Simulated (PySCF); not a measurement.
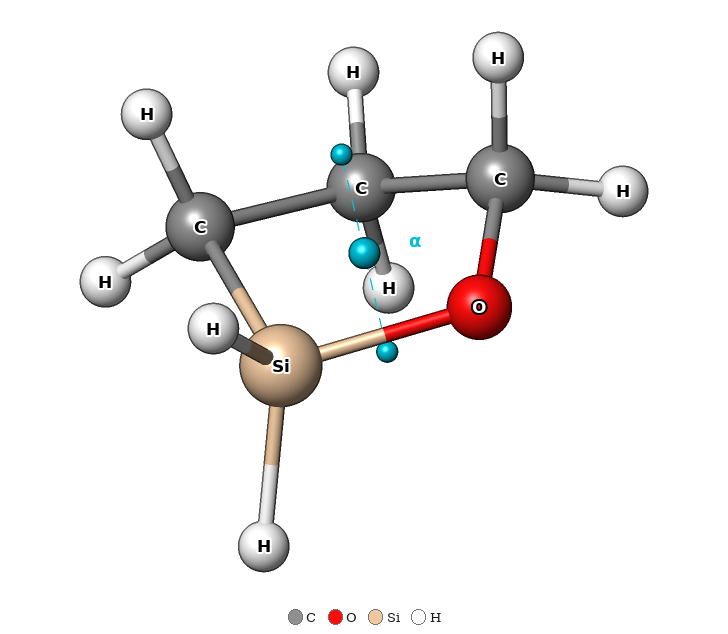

The small points mark where nucleus-independent chemical shifts (NICS) were computed: at the centre of each lettered ring and 1 Å above and below it. Computed geometry: PBE0-D3(BJ)/def2-SVP optimisation. No frequency run is at hand to confirm it as a minimum. Properties computed with GIAO PBE0/pcSseg-1 NMR shielding, non-relativistic, IEF-PCM benzene (PySCF 2.14.0).

Give NICS(0), NICS(1) and the out-of-plane component NICS(1)zz for each ring (means of the two sides).

```json
{"ring": "α", "members": "C3OSi", "NICS(0)": "−6.3", "NICS(1)": "−3.4", "NICS(1)zz": "−4.6"}
```

Values in ppm.

Question. What do the values say about the ring currents?

Answer. Ring α: weak, as in a non-aromatic ring. NICS is one index among several.
